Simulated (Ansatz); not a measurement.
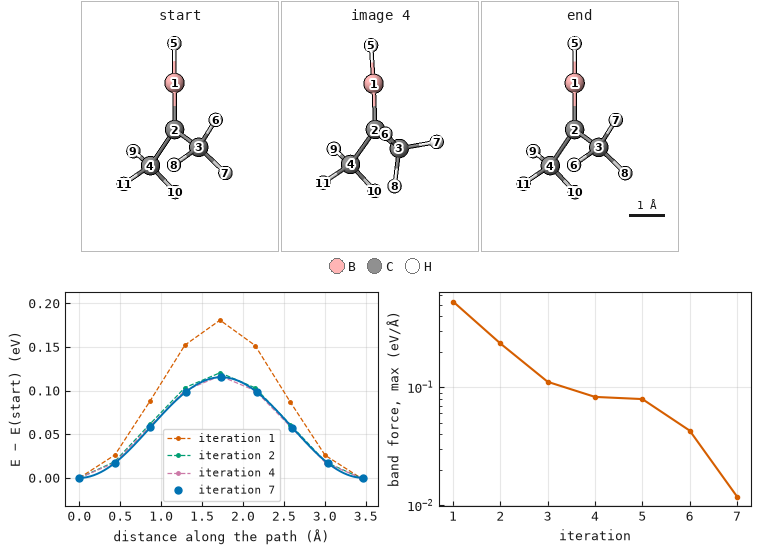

A search for the minimum-energy path of C$_{3}$H$_{7}$B by the nudged elastic band. Images are numbered from 0 (start) to 8 (end). The plot follows the band through its iterations. Style: ball-and-stick. Shown from a free direction.

Level of theory: RKS B3LYP/def2-SVP in Ansatz 0.2.0. Run with 7 movable images; climbing image; force threshold 0.03 eV/Å; iteration limit 27; starting path by image-dependent pair potential.

Q: Judge this run.

A: The result is final at these settings. The band converged in 7 iterations. The largest component of the band force went from 0.53 to 0.012 eV/Å. The climbing image converged on the top of the path. Its vibrational analysis gives one imaginary mode (212i cm⁻¹), as a transition state must have. The first iteration put the highest image at 0.181 eV. The two ends have the same energy, and the highest point, image 4, lies 0.115 eV above the start.

The run took 6.7 min on 1 thread of Intel(R) Xeon(R) Processor @ 2.50GHz (Skylake/Cascade Lake) (shared host), peak memory 0.18 GiB.
